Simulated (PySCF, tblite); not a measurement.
# C5H11BFN: geometry, infrared bands and NMR shifts

What infrared bands and NMR shifts should C5H11BFN (`C#[N+][B@-](C)(F)C(C)C`) show?

The runs use tblite 0.8.0 and PySCF 2.14.0, with density-fitted response routines of our own; the level of theory stands in each step. All values are computed, except where a source is named. Atoms are numbered from 0 throughout.

### Step 1. The molecule as given

19 atoms, charge 0, multiplicity 1; geometry from: force field or distance geometry start.

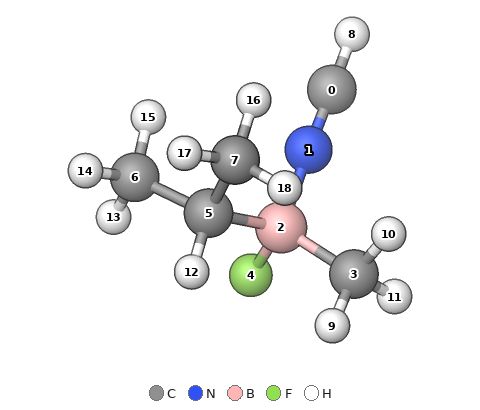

As it starts; carbon grey, nitrogen blue, boron pink, fluorine green, hydrogen white, atoms numbered.

### Step 2. Optimising the geometry with GFN2-xTB

What the job is given:

```
{"job": {"kind": "relax", "xc": "GFN2-xTB", "basis": "xTB"}, "charge": 0, "multiplicity": 1}
C      1.900500     1.884000     0.501700
N      1.397900     0.947000     0.036200
B      0.782600    -0.277100    -0.539900
C      1.454600    -1.577700     0.084200
F      1.030500    -0.285100    -1.969600
C     -0.845900    -0.259000    -0.293900
C     -1.508400     0.906700    -1.043800
C     -1.195700    -0.196800     1.205400
H      2.343600     2.747100     0.921400
H      0.862900    -2.490600    -0.164700
H      1.513900    -1.497800     1.195800
H      2.479900    -1.704400    -0.307300
H     -1.258900    -1.203100    -0.695200
H     -1.300800     0.835000    -2.132700
H     -2.613900     0.872400    -0.898900
H     -1.143600     1.883500    -0.651500
H     -0.798600     0.723300     1.677200
H     -2.307100    -0.212900     1.325900
H     -0.803400    -1.085200     1.742100
```

Launch:

```bash
OMP_NUM_THREADS=1 python probes_run.py task.json out
```

One launch serves the whole session: the jobs run in the order shown.

**Question.** This job is followed by: GFN2-xTB harmonic vibrations, gas phase; GIAO PBE0/pcSseg-1 NMR shielding, non-relativistic, gas phase. Predict these results of the whole session: strongest single infrared mode (GFN2-xTB); zero-point energy (GFN2-xTB); ¹³C shifts against TMS (PBE0/pcSseg-1); ¹H shifts against TMS (PBE0/pcSseg-1, means over atoms taken as alike); ¹⁵N shifts against NH3 (PBE0/pcSseg-1); ¹¹B shifts against BF3·OEt2 (PBE0/pcSseg-1); ¹⁹F shifts against CFCl3 (PBE0/pcSseg-1).

The runs gave:

```
                                                              quantity                              value
                             strongest single infrared mode (GFN2-xTB)              2205 cm⁻¹, 237 km/mol
                                          zero-point energy (GFN2-xTB)                      96.7 kcal/mol
                                ¹³C shifts against TMS (PBE0/pcSseg-1)  113.5, 31.2, 21.1, 18.2, 12.8 ppm
¹H shifts against TMS (PBE0/pcSseg-1, means over atoms taken as alike)   4.55, 1.19, 0.87, 0.67, 0.12 ppm
                                ¹⁵N shifts against NH3 (PBE0/pcSseg-1)                          240.6 ppm
                           ¹¹B shifts against BF3·OEt2 (PBE0/pcSseg-1)                           -4.2 ppm
                              ¹⁹F shifts against CFCl3 (PBE0/pcSseg-1)                         -236.7 ppm
```

In words: Relaxing lowered the energy by 0.258 eV in 86 steps; the close pair that moved most is B2–F4, from 1.451 to 1.389 Å. All 51 modes are real, so the xTB geometry is a minimum. The strongest single mode, at 2205 cm⁻¹, moves mainly N1 and C0. Unscaled tight-binding wavenumbers are off by several per cent, some by more. Its intensities can rank the bands wrongly. At PBE0/pcSseg-1: The widest tensor belongs to N1: span 498 ppm, with a paramagnetic part of -305 ppm.
